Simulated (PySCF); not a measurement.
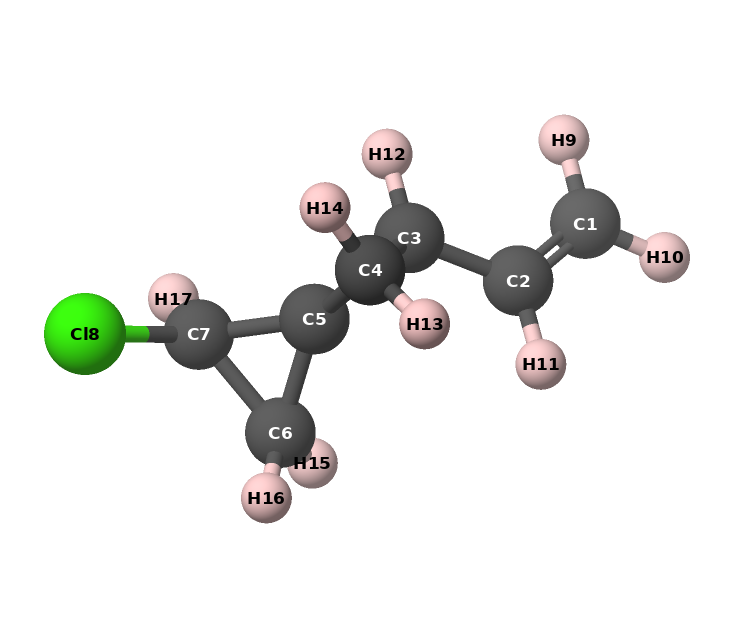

The computed structure is the end point of a GFN2-xTB optimisation. No frequency run is at hand to confirm it as a minimum. Electric field gradients from the ground-state density, PBE0/pcSseg-1 (PySCF 2.14.0), non-relativistic apart from any core potentials.

Give the largest field-gradient component, the quadrupole coupling constant and the asymmetry for 35Cl at Cl8 (Q = −81.7 mb), 2H at H9 (Q = 2.86 mb), 2H at H10 (Q = 2.86 mb), 2H at H11 (Q = 2.86 mb), 2H at H12 (Q = 2.86 mb).

```tsv
atom	V_zz (a.u.)	e²qQ/h (MHz)	η
Cl8	3.956	−75.9	0.00
H9	0.337	0.226	0.06
H10	0.340	0.228	0.05
H11	0.323	0.217	0.06
H12	0.319	0.215	0.09
```
